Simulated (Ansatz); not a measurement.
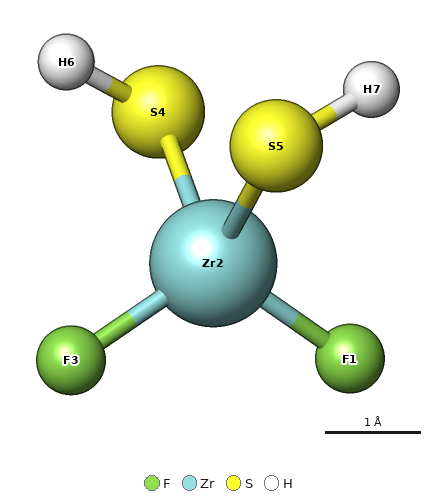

The structure (ball-and-stick view, seen at a tilt; atoms are numbered from 1 in the order of the input). Sticks mark near contacts.

ZrH2S2F2: single-point calculation

- system: ZrH2S2F2, SMILES [F][Zr]([F])([SH])[SH]
- method: RKS HSE06 (plane-wave form)-D4/def2-TZVPP (Ansatz 0.2.0)

The geometry comes from this level: PBE0-D4/def2-TZVP.

## What the program printed
```
Functional definition: HSE06
  name "HSE06"
  cite "Heyd, Scuseria & Ernzerhof, J. Chem. Phys. 118, 8207 (2003) doi:10.1063/1.1564060"
  cite "Krukau, Vydrov, Izmaylov & Scuseria, J. Chem. Phys. 125, 224106 (2006) doi:10.1063/1.2404663"
  cite "Heyd & Scuseria, J. Chem. Phys. 120, 7274 (2004) doi:10.1063/1.1668634"
  cite "Ernzerhof & Perdew, J. Chem. Phys. 109, 3313 (1998) doi:10.1063/1.476928"
  cite "Perdew, Burke & Ernzerhof, Phys. Rev. Lett. 77, 3865 (1996) doi:10.1103/PhysRevLett.77.3865"
  parent pbe
  parameter a = 0.25
  parameter omega = 0.11/bohr
  # The whole range is PBE's own exchange, as in plane waves. The composition of these papers is wPBEh.
  exchange = pbe_x - a*pbe_x_sr(omega) + a*exact_x_sr(omega)
  correlation = pbe_c
1450 factors; their error is unknown
103 factors; integrals over basis functions are off by at most 9.8e-7 eV
mean field evaluation 1: about -28409.4402 eV, gradient 5.6e1 eV
mean field evaluation 2: about -28383.0932 eV, gradient 1.4e2 eV
mean field evaluation 4: about -28414.4353 eV, gradient 5.4e0 eV
mean field evaluation 8: about -28414.5071 eV, gradient 1.6e-1 eV
mean field evaluation 16: about -28414.5712 eV, gradient 4.6e-5 eV
mean field -28414.57121163 eV, -1044.2162319395 hartree, gradient 5.1e-5 eV, S^2 0.000000; 0 other end points of the search recorded, 0 dependent functions left out
reference -28414.57128013 eV, -1044.2162344566 hartree; 32, 32 occupied and 198, 198 virtual orbitals, 1450 factors
Total energy: -28414.73240953 eV, -1044.2221558527 hartree
```

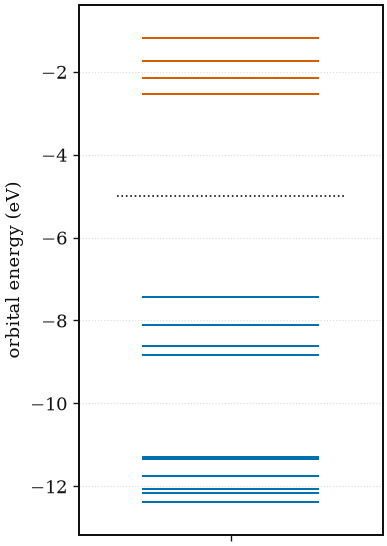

Orbital energies near the frontier; the dotted line parts filled from empty levels, and levels within 0.02 eV of each other stand side by side. Highest filled −7.44 eV, lowest empty −2.54 eV, 4.90 eV apart.

The run was set up as follows.

## The input
```yaml
crystal:
  periodic: [false, false, false]
  atoms:
    - {symbol: F, position_ang: [-0.177712, -2.259004, -0.575021]}
    - {symbol: Zr, position_ang: [0.221277, -0.605949, 0.246299]}
    - {symbol: F, position_ang: [1.254172, -0.731726, 1.822255]}
    - {symbol: S, position_ang: [-1.941348, 0.430092, 0.677766]}
    - {symbol: S, position_ang: [1.498431, 0.842611, -1.239308]}
    - {symbol: H, position_ang: [-1.336152, 1.512361, 1.207421]}
    - {symbol: H, position_ang: [0.542531, 0.743616, -2.185113]}
basis:
  gaussian: {orbitals: def2-TZVPP}
hamiltonian: {xc: hse06, dispersion: d4}
output: {orbitals: {seedname: orbitals}}
```

Command:
```bash
ansatz run in.yaml --threads 4 --pin off --events-out ev --progress --plain --max-ram 10444MiB
```

## Key numbers

```tsv
quantity	value
outcome	converged
total energy	−28414.7324 eV
mean-field energy	−28414.5713 eV
dispersion energy	−0.1611 eV
SCF solution under orbital rotations	stable
HOMO	−7.44 eV
LUMO	−2.54 eV
hardware	4 threads of Arm Neoverse V2, 23 GiB of memory available, shared host
wall time	2.8 s (CPU time 10 s)
peak memory	0.66 GiB
```
